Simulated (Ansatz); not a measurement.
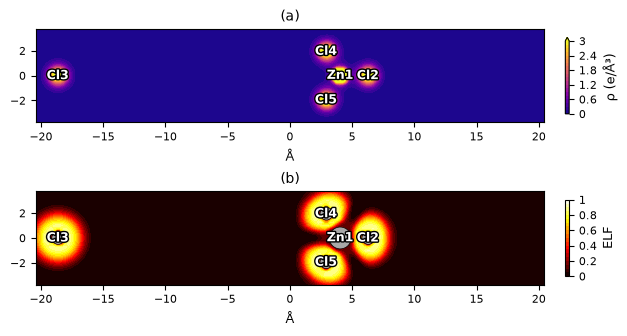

Figure 1: Cl$_{3}$Zn···Cl···Cl···Cl (charge −4). (a) total electron density; (b) ELF on the plane of atoms Cl2, Zn1 and Cl4. Grey discs cover the atomic cores in the ELF map.

Geometry: PBE-D4/def2-SVPD, loosely relaxed; the highest occupied orbital lies above zero, a sign that basis and functional describe the outermost electron poorly.

All numbers below come from RKS PBE0-D4/def2-TZVPD (Ansatz 0.2.0).

```yaml
atoms:
  - { symbol: Zn, position_ang: [-0.0305, -0.0143, 3.3114] }
  - { symbol: Cl, position_ang: [-0.0511, -0.0295, 5.5632] }
  - { symbol: Cl, position_ang: [0.1527, 0.0786, -19.3530] }
  - { symbol: Cl, position_ang: [1.9293, -0.0014, 2.2169] }
  - { symbol: Cl, position_ang: [-1.9699, -0.0119, 2.1810] }
  - { symbol: Cl, position_ang: [-0.1045, 14.7741, 3.1738] }
  - { symbol: Cl, position_ang: [0.0739, -14.7956, 2.9067] }
```

### What do the fields say about this system?

- The plane passes through Zn and Cl nuclei.
- Zn–Cl (2.24 Å): ρ at the midpoint is about 0.55 e/Å³, with its minimum of 0.49 e/Å³ about 1.0 Å from Zn; the ELF peaks at about 0.85 in the valence shell of Cl, 0.8 Å from its nucleus, and is about 0.45 at the midpoint.
- The ELF also peaks beside Cl5, Cl2 and Cl4, away from the bonds: lone-pair regions.
